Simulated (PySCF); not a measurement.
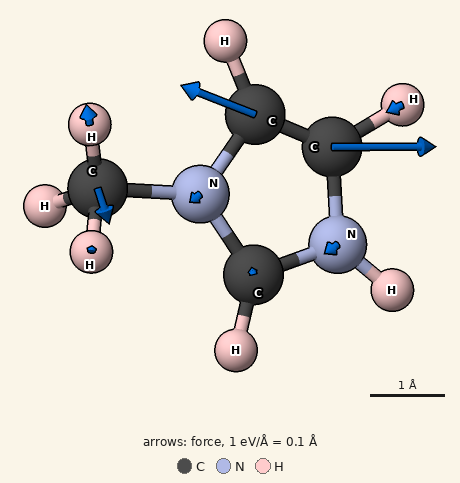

Starting geometry of C4H7N2 (charge +1) with the computed forces as blue arrows. The picture is a ball-and-stick view, seen at a tilt.

The start comes from GFN2-xTB. Its atoms were then displaced at random by about 0.03 Å.

Level of theory: PBE0-D3(BJ)/def2-SVP geometry optimisation, gas phase in PySCF 2.14.0, density-fitted response routines. 

Is this structure relaxed? If not, where do the atoms go?

It isn't relaxed: the largest force vector, on a C atom, is 15.54 eV/Å. The final displacements have little in common with the starting forces (cosine between the two patterns 0.13). Over 15 geometry steps the energy falls by 136.3 kJ/mol. The largest move after the best rigid fit is that of an H atom, 0.56 Å. By element the largest moves are H 0.56 Å, C 0.12 Å, N 0.10 Å. Among the contacts that change: C–C 1.215 → 1.364 Å, C–H 1.189 → 1.087 Å, C–H 1.021 → 1.098 Å, C–N 1.519 → 1.457 Å. Bond angles that change, for instance: H–C–H 118.9° → 109.9°, C–C–N 114.2° → 106.3°, N–C–H 116.2° → 122.8°. Groups turn about C–N by about 35°.
